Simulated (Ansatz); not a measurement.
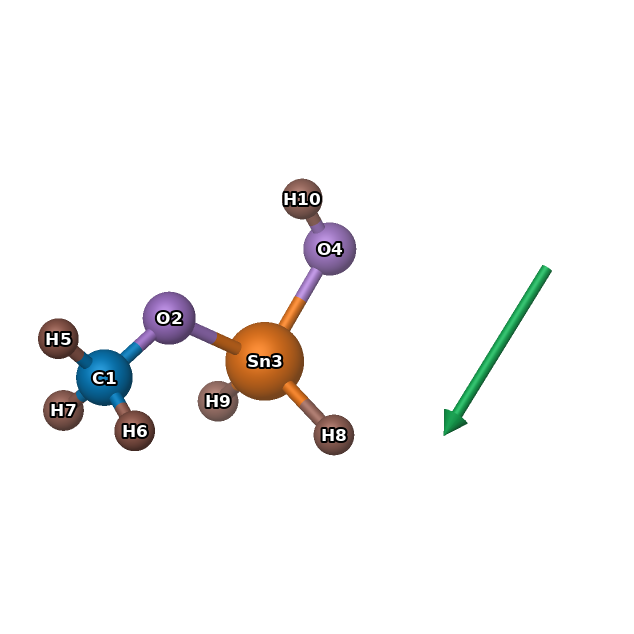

The arrow beside the molecule shows the direction of the dipole moment, from the negative to the positive end (its length means nothing). The computed structure is the end point of a PBE0-D4/def2-TZVP optimisation. No frequency run is at hand to confirm it as a minimum. Method: RKS PBE0-D4/def2-TZVP, core potentials on Sn (Ansatz 0.2.0).

### How large is the dipole moment?

1.94 D; it points from the side of H10 to the side of H6, H7 (the outermost atoms at the two ends).
